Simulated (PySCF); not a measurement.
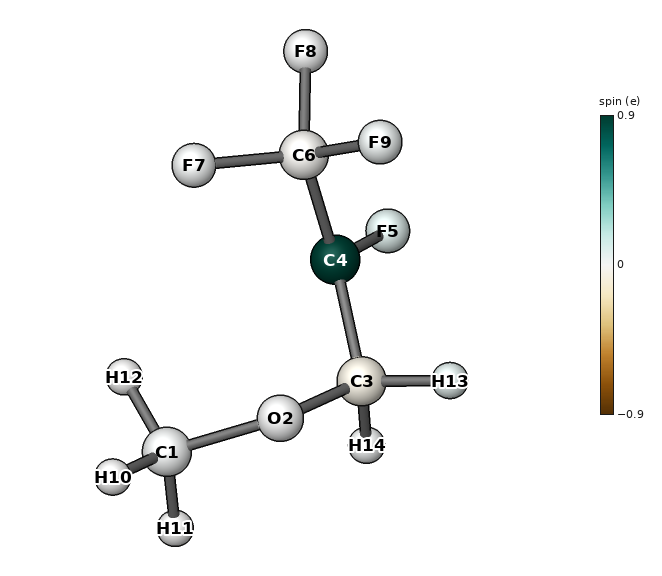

Atoms are coloured by their Mulliken spin populations. Charge 0, doublet. Computed geometry: GFN2-xTB optimisation. No frequency run is at hand to confirm it as a minimum. Method: UKS B3LYP, pcH-1 on C F H O, non-relativistic (PySCF 2.14.0).

List the Mulliken spin populations.

| atom | value (e) |
| --- | --- |
| C1 | 0.01 |
| O2 | 0.00 |
| C3 | −0.06 |
| C4 | 0.88 |
| F5 | 0.08 |
| C6 | −0.02 |
| F7 | 0.01 |
| F8 | 0.00 |
| F9 | 0.03 |
| H10 | 0.00 |
| H11 | 0.00 |
| H12 | 0.00 |
| H13 | 0.06 |
| H14 | 0.01 |

Mulliken values depend strongly on the basis set.
